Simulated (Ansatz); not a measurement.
# ClF₃Zr···PH₃: what the fields show

Input file:

```
crystal:
  periodic: [false, false, false]
  atoms:
    - { symbol: Zr, position_ang: [0.0, 0.0, 0.0] }
    - { symbol: F, position_ang: [0.0, 0.0, 2.33] }
    - { symbol: F, position_ang: [1.8671, 0.0, -0.6593] }
    - { symbol: F, position_ang: [-0.9326, 1.6157, -0.6593] }
    - { symbol: Cl, position_ang: [-1.1869, -2.0563, -0.8392] }
    - { symbol: P, position_ang: [1.0679, -2.5055, 0.905] }
    - { symbol: H, position_ang: [0.1754, -3.5541, 0.5582] }
    - { symbol: H, position_ang: [2.3273, -2.7339, 0.2899] }
    - { symbol: H, position_ang: [0.5112, -1.1994, 2.1547] }
basis:
  gaussian: { orbitals: def2-SVP }
hamiltonian:
  xc: b3lyp
  dispersion: d4
relax:
  f_tol: 0.15
  max_steps: 25
  restrain:
    - { distance: [0, 5], at: 3.77, k: 30.0 }
    - { distance: [8, 1], at: 2.12, k: 30.0 }
    - { distance: [0, 1], at: 1.98, k: 30.0 }
    - { distance: [8, 5], at: 1.42, k: 30.0 }
output:
  orbitals: {}
```

Launched as:

```sh
ansatz run input.yaml --threads 4 --pin off --max-ram 5120MiB --backend cpu --events-out ev --progress --plain --runs-dir out
```

The fields are those of the run's last geometry, not of the input's.

Core potentials replace the inner electrons of Zr; not at a stationary point (largest force 1.0 eV/Å).

The calculation used RKS B3LYP-D4/def2-SVP in Ansatz.

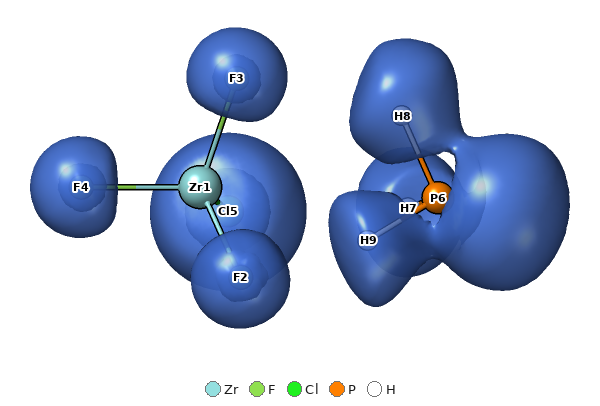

Figure 1. Isosurface of the electron localisation function at 0.75 (blue), seen from one side. Core shells and regions of very low density are left out.

**Describe the localisation domains.**

The surface consists of one region wrapped around Cl (its valence shell), three regions wrapped around F (the valence shell of each) and one joined region spread over several atoms (H, P), in which their bonds and any lone pairs are merged. Profiles from the grid: Zr1···H9 (2.88 Å): the ELF dips to about 0.05 between them. Zr–F (1.89 Å): the ELF peaks at about 0.85 in the valence shell of F, 0.5 Å from its nucleus, and drops to about 0.25 between the two atoms.

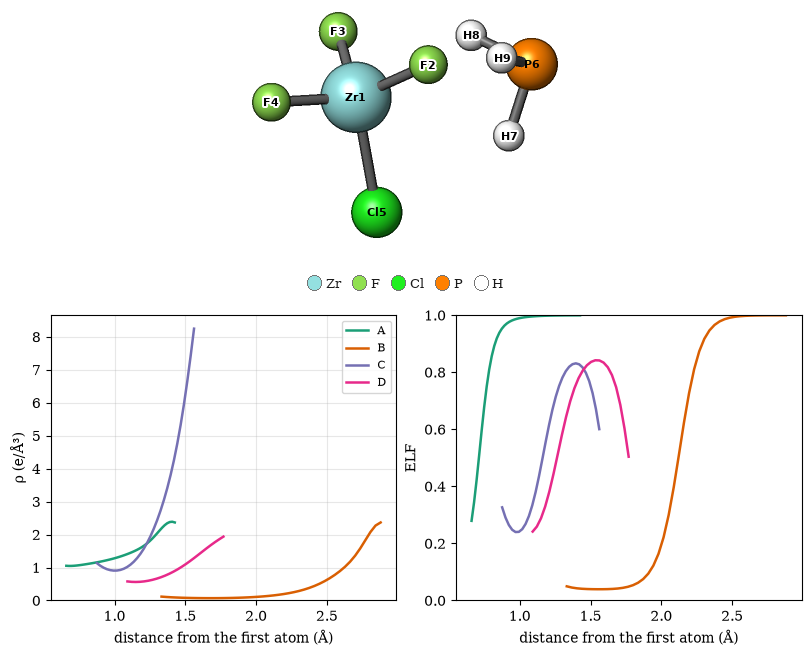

Figure 2. Electron density and ELF along straight lines between neighbouring atoms. The curves leave out the atomic cores. The structure is drawn too.

**Which curve belongs to which contact (P–H, Zr–Cl, Zr–F and Zr–H)? The first atom named is at distance zero.**

Curve A: P–H (1.43 Å): ρ at the midpoint is about 1.1 e/Å³; the ELF climbs to about 1 towards the hydrogen, as it does in any bond to H. Curve B: Zr1···H9 (2.88 Å): the density falls to about 0.07 e/Å³ on the way; the ELF dips to about 0.05 between them. Curve C: Zr–F (1.89 Å): ρ at the midpoint is about 0.95 e/Å³; the ELF peaks at about 0.85 in the valence shell of F, 0.5 Å from its nucleus, and drops to about 0.25 between the two atoms. Curve D: Zr–Cl (2.36 Å): the density is about 0.57 e/Å³ at the midpoint; the ELF peaks at about 0.85 in the valence shell of Cl, 0.8 Å from its nucleus, and is about 0.35 at the midpoint.

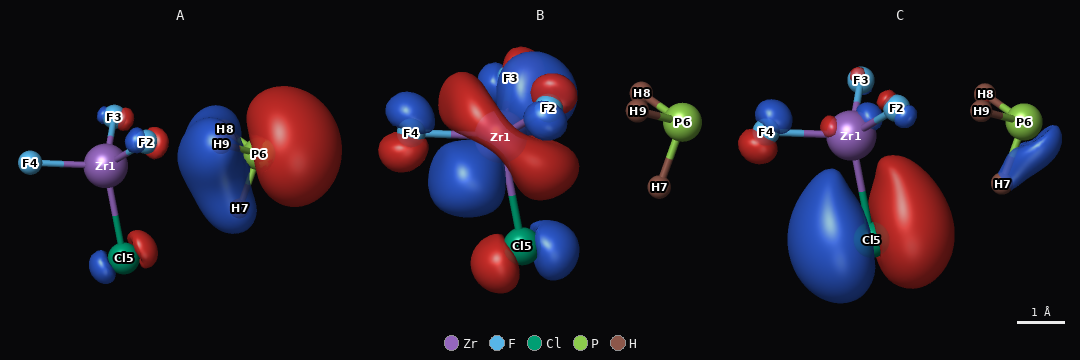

Figure 3. Three frontier orbitals at ±0.1 Å⁻³ᐟ² (blue and red are the two phases), in no order.

**Which picture is the HOMO−1, the HOMO and the LUMO?**

C is the HOMO−1 (−9.59 eV). By Hirshfeld shares it lies mainly on Cl5 (about 80 %) and Zr1 (about 10 %); largely a lone pair of Cl5. A is the HOMO (−7.90 eV). Its weight (Hirshfeld) is mainly on P6 (about 75 %); largely a lone pair of P6. B is the LUMO (−2.16 eV). By Hirshfeld shares it lies mainly on Zr1 (about 75 %), Cl5 (about 10 %) and F4 (about 5 %).

**What is the HOMO–LUMO gap?**

5.74 eV between the orbital energies.
